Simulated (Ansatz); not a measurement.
# AlHClO (SMILES [O][AlH][Cl]) at UMP2/STO-3G

Aim: the vertical doublet–quartet gap of AlHClO at UMP2/STO-3G, from 2 runs. 

Program for the calculation: Ansatz 0.2.0.

60 further runs of the same task are left out: 7 that didn't finish, 53 set aside as unsound or not needed.

## 1. The system as given

The species is AlHClO (4 atoms), meant as a doublet with charge 0. As SMILES, `[O][AlH][Cl]`. Geometry: relaxed at PBE0-D4/def2-TZVP.

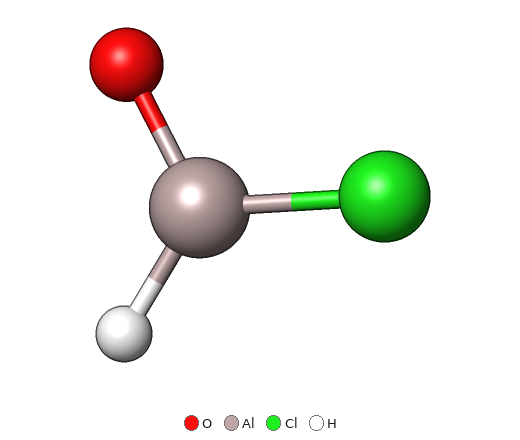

Viewed from a chosen angle; oxygen red, aluminium light grey, chlorine green, hydrogen white.

## 2. The energy at UMP2/STO-3G

in.yaml

```yaml
crystal:
  periodic: [false, false, false]
  atoms:
    - symbol: O
      position_ang: [0.290600, -1.035900, 1.350600]
    - symbol: Al
      position_ang: [0.118400, 0.049000, 0.015600]
    - symbol: Cl
      position_ang: [-1.573200, -0.210600, -1.168800]
    - symbol: H
      position_ang: [1.219700, 1.137300, -0.217800]
basis:
  gaussian:
    orbitals: STO-3G
accuracy: high
magnetization:
  spin_polarized: true
  initial_magnetization: 1
correlation:
  method: mp2
  frozen_orbitals: {Al: 5, Cl: 5, H: 0, O: 1}
```

Launch:

```bash
ansatz run in.yaml --threads 1 --pin off --max-ram 2610MiB --events-out events.jsonl --progress --plain --runs-dir runs
```

Output:

```text
Warning: RAYON_NUM_THREADS=1 ignored (pool sized by the plan → 1); use --threads N
Functional definition: HF
  name "HF"
  exchange = exact_x
  correlation = 0
432 factors; integrals over basis functions are off by at most 2.4e-8 eV
mean field evaluation 1: about -20897.7332 eV, gradient 1.9e1 eV
mean field evaluation 2: about -20897.7467 eV, gradient 1.9e1 eV
mean field evaluation 4: about -20901.3820 eV, gradient 1.5e0 eV
mean field evaluation 8: about -20901.4703 eV, gradient 1.1e-1 eV
mean field evaluation 16: about -20901.4399 eV, gradient 4.0e-1 eV
mean field evaluation 32: about -20900.7336 eV, gradient 7.8e0 eV
mean field -20901.46940454 eV, -768.1148330920 hartree, gradient 6.1e-8 eV, S^2 0.756799; 5 other end points of the search recorded, 0 dependent functions left out
11 core orbitals not correlated: weight in the atoms' cores, before any rotation towards them, 0.999 or more for the frozen orbitals, at most 0.000 for the correlated occupied ones
reference -20901.46940454 eV, -768.1148330920 hartree; 9, 8 occupied and 4, 5 virtual orbitals, 432 factors
second order -1.22444874 eV of doubles, -0.00000000 eV of singles
Total energy: -20902.69385328 eV, -768.1598307531 hartree
```

Wall time 0.34 s (1 thread of Arm Neoverse V1, shared host).

## 3. The quartet at the same level

in.yaml, as its differences from that of step 2:

```diff
@@ -17,3 +17,3 @@
   spin_polarized: true
-  initial_magnetization: 1
+  initial_magnetization: 3
 correlation:
```

Launch:

```bash
ansatz run in.yaml --threads 1 --pin off --max-ram 2610MiB --events-out events.jsonl --progress --plain --runs-dir runs
```

Output, shortened:

```text
Warning: RAYON_NUM_THREADS=1 ignored (pool sized by the plan → 1); use --threads N
Functional definition: HF
  name "HF"
[...]
432 factors; integrals over basis functions are off by at most 2.4e-8 eV
[...]
mean field -20895.01009709 eV, -767.8774579216 hartree, gradient 2.9e-8 eV, S^2 3.783025; 11 other end points of the search recorded, 0 dependent functions left out
11 core orbitals not correlated: weight in the atoms' cores, before any rotation towards them, 0.999 or more for the frozen orbitals, at most 0.000 for the correlated occupied ones
reference -20895.01009709 eV, -767.8774579216 hartree; 10, 7 occupied and 3, 6 virtual orbitals, 432 factors
second order -0.70046510 eV of doubles, -0.00000000 eV of singles
Total energy: -20895.71056219 eV, -767.9031995392 hartree
```

Wall time 0.62 s (1 thread of Arm Neoverse V1, shared host).

## 4. What came out

At UMP2/STO-3G, 11 core orbitals frozen:

| quantity | value |
| --- | --- |
| doublet: total energy | -768.15983 Eh |
| doublet: correlation energy (11 core orbitals frozen) | -45.0 mEh |
| doublet: ⟨S²⟩ of the reference determinant | 0.757 |
| quartet: total energy | -767.90320 Eh |
| quartet: correlation energy (11 core orbitals frozen) | -25.7 mEh |
| quartet: ⟨S²⟩ of the reference determinant | 3.783 |
| vertical energy of the quartet above the doublet | 6.983 eV |

**Reading.** At this shape the quartet lies 6.98 eV (674 kJ/mol) above the doublet. In a minimal basis such a difference can be off by several eV, whatever the method.
